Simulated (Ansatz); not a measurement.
# TiNH2Cl3 (SMILES [NH2][Ti]([Cl])([Cl])[Cl]) at CCSD/def2-SVP

Aim: the vertical singlet–triplet gap of TiNH2Cl3 at CCSD/def2-SVP, from 2 runs. 

Program for the calculation: Ansatz 0.2.0.

1 further run of the same task is left out (set aside as unsound or not needed).

### Step 1. The structure to begin with

The species is TiNH2Cl3 (7 atoms), meant as a singlet with charge 0. As SMILES, `[NH2][Ti]([Cl])([Cl])[Cl]`. Geometry: relaxed at PBE0-D4/def2-TZVP.

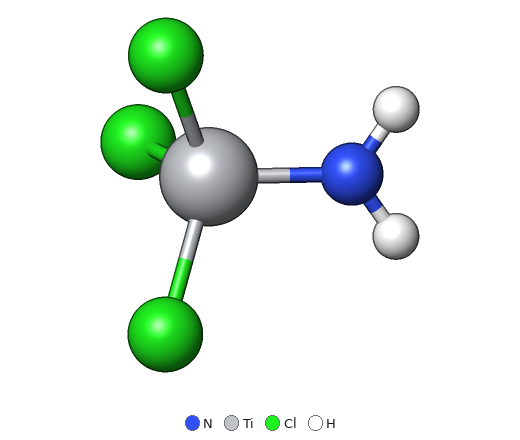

Viewed from a chosen angle; nitrogen blue, titanium light grey, chlorine green, hydrogen white.

### Step 2. The energy at CCSD/def2-SVP

input.yaml

```yaml
crystal:
  periodic: [false, false, false]
  atoms:
    - {symbol: "N", position_ang: [-0.676400, 0.479600, 0.813100]}
    - {symbol: Ti, position_ang: [0.416000, -0.273300, -0.459100]}
    - {symbol: Cl, position_ang: [1.922500, -1.442100, 0.599700]}
    - {symbol: Cl, position_ang: [-0.771400, -1.594700, -1.742800]}
    - {symbol: Cl, position_ang: [1.232300, 1.358700, -1.654500]}
    - {symbol: H, position_ang: [-1.200200, 1.334700, 0.679200]}
    - {symbol: H, position_ang: [-0.861700, 0.068900, 1.718900]}
basis:
  gaussian:
    orbitals: def2-SVP
correlation:
  method: ccsd
  frozen_orbitals: {Cl: 5, H: 0, "N": 1, Ti: 5}
scf:
  omitted_lower_state_checks: [cluster_reference, increment]
accuracy: high
```

Command:

```sh
$ ansatz run input.yaml --threads 1 --pin off --max-ram 3480MiB --events-out events.jsonl --progress --plain --runs-dir runs
```

Output (excerpt; [...] marks lines left out):

```text
Warning: RAYON_NUM_THREADS=1 ignored (pool sized by the plan → 1); use --threads N
Functional definition: HF
  name "HF"
[...]
2389 factors; integrals over basis functions are off by at most 2.7e-8 eV
[...]
mean field -62100.21864381 eV, -2282.1409421198 hartree, gradient 1.3e-8 eV, S^2 0.000000; 0 other end points of the search recorded, 0 dependent functions left out
21 core orbitals not correlated: weight in the atoms' cores, before any rotation towards them, 1.000 or more for the frozen orbitals, at most 0.000 for the correlated occupied ones
reference -62100.21864381 eV, -2282.1409421198 hartree; 20, 20 occupied and 68, 68 virtual orbitals, 2389 factors
second order -24.30908572 eV of doubles, -0.00000000 eV of singles
cycle   1  -23.71536050 eV  change    5.9e-1 eV  update   2.7e-1
[...]
cycle  28  -24.93755359 eV  change   -1.2e-9 eV  update   1.9e-9
Total energy: -62125.15619740 eV, -2283.0573803110 hartree
Checks for a lower state left out: cluster_reference, increment
```

Run time: 49 s. Hardware: 1 thread of Arm Neoverse V2, shared host; peak memory 0.76 GiB.

### Step 3. The triplet, same level

Changes to input.yaml since step 2:

```diff
@@ -3,3 +3,3 @@
   atoms:
-    - {symbol: "N", position_ang: [-0.676400, 0.479600, 0.813100]}
+    - {symbol: N, position_ang: [-0.676400, 0.479600, 0.813100]}
     - {symbol: Ti, position_ang: [0.416000, -0.273300, -0.459100]}
@@ -13,2 +13,5 @@
     orbitals: def2-SVP
+magnetization:
+  spin_polarized: true
+  initial_magnetization: 2
 correlation:
@@ -16,4 +19,4 @@
   frozen_orbitals: {Cl: 5, H: 0, "N": 1, Ti: 5}
+accuracy: high
 scf:
   omitted_lower_state_checks: [cluster_reference, increment]
-accuracy: high
```

Command:

```sh
$ ansatz run input.yaml --threads 1 --pin off --max-ram 3480MiB --events-out events.jsonl --progress --plain --runs-dir runs
```

Output (excerpt; [...] marks lines left out):

```text
Warning: RAYON_NUM_THREADS=1 ignored (pool sized by the plan → 1); use --threads N
Functional definition: HF
  name "HF"
[...]
2389 factors; integrals over basis functions are off by at most 2.7e-8 eV
[...]
mean field -62099.36863821 eV, -2282.1097049902 hartree, gradient 9.4e-8 eV, S^2 2.010459; 9 other end points of the search recorded, 0 dependent functions left out
21 core orbitals not correlated: weight in the atoms' cores, before any rotation towards them, 1.000 or more for the frozen orbitals, at most 0.000 for the correlated occupied ones
reference -62099.36863821 eV, -2282.1097049902 hartree; 21, 19 occupied and 67, 69 virtual orbitals, 2389 factors
second order -21.19085871 eV of doubles, -0.00000000 eV of singles
cycle   1  -22.18269056 eV  change   -9.9e-1 eV  update   1.5e-1
[...]
cycle  50  -22.92979578 eV  change    3.0e-9 eV  update   3.4e-9
Total energy: -62122.29843399 eV, -2282.9523594429 hartree
Checks for a lower state left out: cluster_reference, increment
```

It took 6.5 min on 1 thread of Arm Neoverse V2, shared host; peak memory 1.7 GiB.

### Step 4. Results

Level: CCSD/def2-SVP, 21 core orbitals frozen.

| quantity | value |
| --- | --- |
| singlet: total energy | -2283.05738 Eh |
| singlet: correlation energy (21 core orbitals frozen) | -916.4 mEh |
| singlet: T1 diagnostic | 0.022 |
| triplet: total energy | -2282.95236 Eh |
| triplet: correlation energy (21 core orbitals frozen) | -842.7 mEh |
| triplet: ⟨S²⟩ of the reference determinant | 2.010 |
| triplet: T1 diagnostic | 0.026 |
| vertical energy of the triplet above the singlet | 2.858 eV |

In words: At this shape the triplet lies 2.86 eV (276 kJ/mol) above the singlet.
